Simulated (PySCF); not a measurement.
# [MoF5]+: structure of the singlet

Where does singlet [MoF5]+ go from a PBE0 minimum start, is the end point a minimum, and what are its modes, charges and moments?

Program: PySCF 2.14.0. Level of theory: PBE0, basis Mo def2-SVP with ECP28, F def2-SVP, scalar-relativistic core potentials, no spin–orbit coupling, density fitting. These are calculated values, not measurements.

## Step 1: The starting structure

6 atoms, charge 1, spin multiplicity 1.

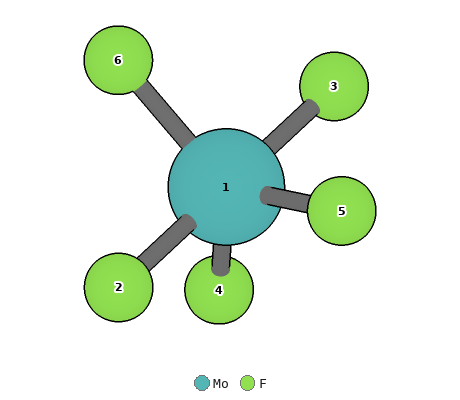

As it starts; molybdenum teal, fluorine green; atoms are numbered from 1 in the order of the file.

```xyz
6
charge 1 multiplicity 1
Mo    0.0000    0.0000    0.0000
F     0.0000    0.0000    1.7878
F     0.0000    0.0000   -1.7878
F     1.7585    0.0000    0.0000
F    -0.8793    1.5229    0.0000
F    -0.8793   -1.5229    0.0000
```

## Step 2: The SCF at the typed geometry

The steps below are one call of a driver around PySCF. For each, scf.py gives the equivalent set-up of the SCF; relaxations use the driver's own optimiser. After this first run the driver tries any further starts and a stability analysis.

scf.py

```python
from pyscf import gto, scf, dft
mol = gto.M(atom='''
Mo    -0.000000     0.000000    -0.000000
F      0.000000     0.000000     1.787806
F     -0.000000    -0.000000    -1.787806
F      1.758525    -0.000007    -0.000000
F     -0.879256     1.522930     0.000000
F     -0.879268    -1.522923     0.000000''',
    basis={'Mo': 'def2-SVP', 'F': 'def2-SVP'},
    ecp={'Mo': 'def2-SVP'},
    charge=1, spin=0)
mf = dft.RKS(mol, xc='PBE0')
mf.grids.atom_grid = (50, 194)
aux = {'Mo': 'def2-universal-JKFIT', 'F': 'def2-universal-JKFIT'}
mf = mf.density_fit(auxbasis=aux)
mf.conv_tol = 1e-08
mf.diis_space = 10
mf.max_cycle = 60
mf.init_guess = 'minao'
mf.verbose = 4
mf.kernel()
```

Launch:

```sh
$ OMP_NUM_THREADS=2 python axn.py task.json out
```

The log of the run:

```text
init E= -559.162722575617
  HOMO = -0.72986934710019  LUMO = -0.363362441510174  gap/eV = 9.97316
cycle= 1 E= -565.769977390555  delta_E= -6.61  |g|= 1.64  |ddm|= 3.25
  HOMO = -0.640959677800854  LUMO = -0.574431342692373  gap/eV = 1.81033
cycle= 2 E= -559.676802328368  delta_E= 6.09  |g|= 5.63  |ddm|= 4.78
  HOMO = -0.705532401987312  LUMO = -0.457303167775864  gap/eV = 6.75466
cycle= 3 E= -566.266548217242  delta_E= -6.59  |g|= 0.632  |ddm|= 3.92
  HOMO = -0.700002309024512  LUMO = -0.456426635064926  gap/eV = 6.62803
cycle= 4 E= -566.307673745799  delta_E= -0.0411  |g|= 0.419  |ddm|= 0.669
  HOMO = -0.728703114558937  LUMO = -0.468623655754784  gap/eV = 7.07712
cycle= 5 E= -566.337727024066  delta_E= -0.0301  |g|= 0.0593  |ddm|= 0.271
  HOMO = -0.723218642310899  LUMO = -0.457028914575678  gap/eV = 7.24339
cycle= 6 E= -566.338507768645  delta_E= -0.000781  |g|= 0.0145  |ddm|= 0.0473
  HOMO = -0.723969095029169  LUMO = -0.456700675248225  gap/eV = 7.27274
cycle= 7 E= -566.338547329224  delta_E= -3.96e-05  |g|= 0.000977  |ddm|= 0.00917
  HOMO = -0.723931354645829  LUMO = -0.45664606897412  gap/eV = 7.27320
cycle= 8 E= -566.338547498331  delta_E= -1.69e-07  |g|= 0.000194  |ddm|= 0.0006
  HOMO = -0.723918282117219  LUMO = -0.456642917034807  gap/eV = 7.27293
cycle= 9 E= -566.338547503026  delta_E= -4.69e-09  |g|= 0.000128  |ddm|= 0.000182
  HOMO = -0.723922056264794  LUMO = -0.456642464094925  gap/eV = 7.27305
cycle= 10 E= -566.338547505761  delta_E= -2.74e-09  |g|= 3.84e-05  |ddm|= 8.07e-05
  HOMO = -0.723919862901493  LUMO = -0.456651266647992  gap/eV = 7.27275
Extra cycle  E= -566.338547504035  delta_E= 1.73e-09  |g|= 0.000103  |ddm|= 9.16e-05
converged SCF energy = -566.338547504035
```

This step, with its further starts and checks, ran for 12 s (2 threads of Arm Neoverse N1, shared host).

The test of internal stability found no lower closed-shell solution.

## Step 3: Relaxing the singlet from the PBE0 minimum start

The program finds D3h symmetry in the start, which this walk keeps. The walk stops when the largest gradient is under 0.0003 Eh/bohr and the energy has settled too.

Edit scf.py of step 2 so:

```diff
@@ -3,5 +3,5 @@
-Mo    -0.000000     0.000000    -0.000000
-F      0.000000     0.000000     1.787806
-F     -0.000000    -0.000000    -1.787806
-F      1.758525    -0.000007    -0.000000
-F     -0.879256     1.522930     0.000000
+Mo     0.000000    -0.000000     0.000000
+F     -0.000000    -0.000000     1.787806
+F      0.000000     0.000000    -1.787806
+F      1.758524    -0.000007     0.000000
+F     -0.879256     1.522930    -0.000000
@@ -19 +18,0 @@
-mf.init_guess = 'minao'
```

The optimiser's trace:

| step | energy (Eh) | change (kJ/mol) | largest symmetric gradient (Eh/bohr) |
| --- | --- | --- | --- |
| 0 | -566.338548 | 0.00 | 0.00019 |

The walk took 4.4 s.

End point (D3h, 0 steps, 0.0 kJ/mol gained): Mo–F 1.759 Å (×3), Mo–F 1.788 Å (×2); F–Mo–F 90.0° (×6), F–Mo–F 120.0° (×3), F–Mo–F 180.0°.

## Step 4: Is it a minimum? Harmonic modes

The point is checked on the finer grid, and tightened if its gradient asks for it. The Hessian and the dipole derivatives come from central differences of analytic gradients, with steps of 0.02 bohr.

Edit scf.py of step 3 so:

```diff
@@ -3,4 +3,4 @@
-Mo     0.000000    -0.000000     0.000000
-F     -0.000000    -0.000000     1.787806
-F      0.000000     0.000000    -1.787806
-F      1.758524    -0.000007     0.000000
+Mo     0.000000     0.000000     0.000000
+F      0.000000     0.000000     1.787806
+F     -0.000000    -0.000000    -1.787806
+F      1.758524    -0.000007    -0.000000
@@ -13 +13 @@
-mf.grids.atom_grid = (50, 194)
+mf.grids.atom_grid = (75, 302)
@@ -16 +16 @@
-mf.conv_tol = 1e-08
+mf.conv_tol = 1e-10
```

This SCF starts from the last density.

SCF at the final geometry:

```text
init E= -566.33813205116
  HOMO = -0.723874803524089  LUMO = -0.456614484302706  gap/eV = 7.27252
cycle= 1 E= -566.338132051146  delta_E= 1.33e-11  |g|= 8.66e-06  |ddm|= 8.05e-06
  HOMO = -0.723874591686668  LUMO = -0.456614894998511  gap/eV = 7.27251
Extra cycle  E= -566.338132051078  delta_E= 6.86e-11  |g|= 2.11e-05  |ddm|= 1.93e-05
converged SCF energy = -566.338132051078
```

The whole step took 69 s.

Geometry: D3h; Mo–F 1.759 Å (×3), Mo–F 1.788 Å (×2); F–Mo–F 90.0° (×6), F–Mo–F 120.0° (×3), F–Mo–F 180.0°.

Modes, for the most abundant isotopes:

```csv
symmetry,ω (cm⁻¹),IR (km/mol),μ (u)
e',96,8.9,19.23
e',231,43.2,23.63
a2'',287,22.4,22.91
e'',327,0.0,19.00
a1',737,0.0,19.00
a1',811,0.0,19.00
a2'',831,269,24.55
e',850,326,23.42
```

Every mode is real; the point is a minimum.

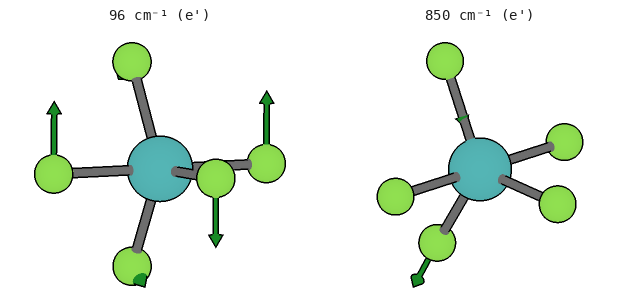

How the atoms move in 2 of the modes.

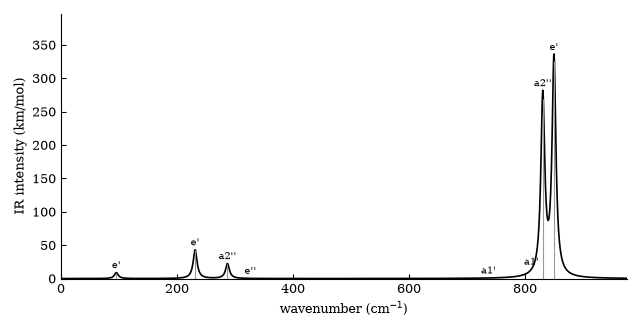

The harmonic infrared spectrum (widths in cm⁻¹). Lines are broadened to a width of 8 cm⁻¹ (Lorentzian).

Properties at this point:

| Item | Value |
| --- | --- |
| Dipole moment about the centre of mass | 0.00 D |
| Highest occupied level | -19.70 eV |
| Lowest empty level | -12.43 eV |
| Rotational constants | 0.09564, 0.08044, 0.08044 cm⁻¹ |
| Zero-point energy | 33.9 kJ/mol |
| Principal polarisabilities | 31.1, 31.1, 37.9 bohr³ |
| Principal traceless quadrupole moments about the centre of mass | -2.97, 1.48, 1.48 D Å |
| Entropy at 298.15 K and 1 bar | 340.4 J/(mol K) |
| Heat capacity Cp at 298.15 K | 98.4 J/(mol K) |
| Enthalpy at 298.15 K above 0 K | 20.68 kJ/mol |
| Rotational symmetry number | 6 |

Populations by atom (charges in e):

| atom | Mulliken | Löwdin | polar tensor | Mayer order to Mo1 |
| --- | --- | --- | --- | --- |
| Mo1 | 1.87 | 0.84 | 3.50 | – |
| F2,3 | -0.19 | 0.01 | -0.55 | 1.17 |
| F4,5,6 | -0.16 | 0.05 | -0.47 | 1.22 |

Outer orbital energies (eV). occupied: -20.85, -20.85, -20.82, -20.05, -20.05, -19.95, -19.70, -19.70; empty: -12.43, -12.43, -10.73, -10.73.

Mulliken populations on Mo1 (outside its core potential): s 2.17, p 6.45, d 3.34, f 0.18.

## Step 5: What came out

| quantity | value |
| --- | --- |
| minimum | singlet, D3h |
| geometry | Mo–F 1.759 Å (×3), Mo–F 1.788 Å (×2); F–Mo–F 90.0° (×6), F–Mo–F 120.0° (×3), F–Mo–F 180.0° |
| wavenumbers (cm⁻¹) | 96 (e'), 231 (e'), 287 (a2''), 327 (e''), 737 (a1'), 811 (a1'), 831 (a2''), 850 (e') |
| dipole moment (centre of mass) | 0.00 D |
| highest occupied, lowest empty level | -19.70, -12.43 eV |
| polar-tensor charge of Mo1 | +3.50 e |
| zero-point energy | 33.9 kJ/mol |
| entropy at 298.15 K | 340.4 J/(mol K) |

In words: The molecule stays D3h, as typed, and the end point is a minimum. The strongest infrared band lies at 850 cm⁻¹ (e', stretch). Other starts or spin states, not run here, may lie lower. Whether spin polarisation would lower the closed shell was not checked.

The search up to here took 86 s.
